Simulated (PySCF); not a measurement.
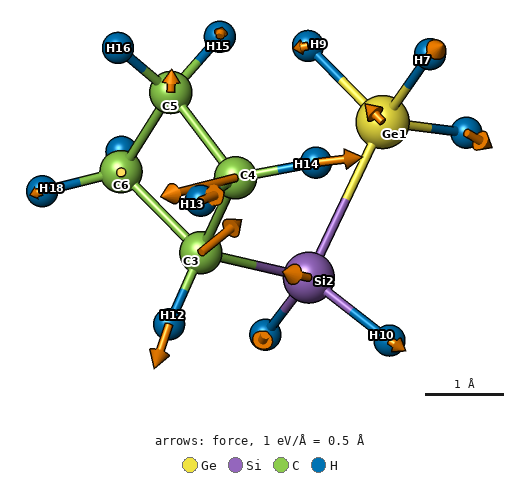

Starting geometry of C₄H₁₂GeSi with the computed forces as orange arrows. A ball-and-stick model, seen from a free direction.

The start comes from GFN2-xTB. Its atoms were then displaced at random by about 0.01 Å.

All numbers below come from PBE0-D3(BJ)/def2-SVP geometry optimisation, gas phase in PySCF 2.14.0, density-fitted response routines. 

Q: What follows when this structure is relaxed?

A: It isn't relaxed: the largest force vector, on a C atom, is 2.75 eV/Å. The final displacements follow the starting forces only in part (cosine between the two patterns 0.43). The energy falls by 6.17 kcal/mol in 4 geometry steps. The atom that moves furthest after the best rigid fit is an H atom (0.13 Å). Largest moves by element: H 0.13 Å, Ge 0.07 Å, C 0.07 Å, Si 0.03 Å. Some distances before and after: Ge–H 1.493 → 1.541 Å, H–Si 1.457 → 1.498 Å, C–H 1.142 → 1.101 Å, Ge–Si 2.344 → 2.385 Å. Bond angles that change, for instance: H–Ge–H 101.0° → 107.7°, H–Ge–H 102.3° → 107.9°, Si–Ge–H 116.5° → 111.2°. Cost: 72 s on 1 thread of Arm Neoverse V1, with other jobs on the host.
